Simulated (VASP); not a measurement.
Band structure of KF (relaxed from the rock salt structure, space group Fm-3m). Method: r2SCAN meta-GGA, VASP's PBE PAW potentials (set 64) (plane waves; VASP 6.6.1).

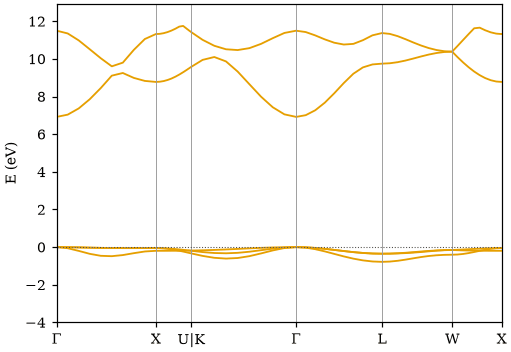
Bands along high-symmetry lines, zero at the valence-band maximum or, without a gap, the Fermi level

### Question
Read the plot: is there a gap, and where are the band edges?

### Answer
The gap is direct, 6.92 eV, from the valence maximum at Γ to the conduction minimum at Γ.

The structure was generated: KF was put into the rock salt type (Fm-3m), which need not be its known phase. It was relaxed first, which changed the volume by -15 %.
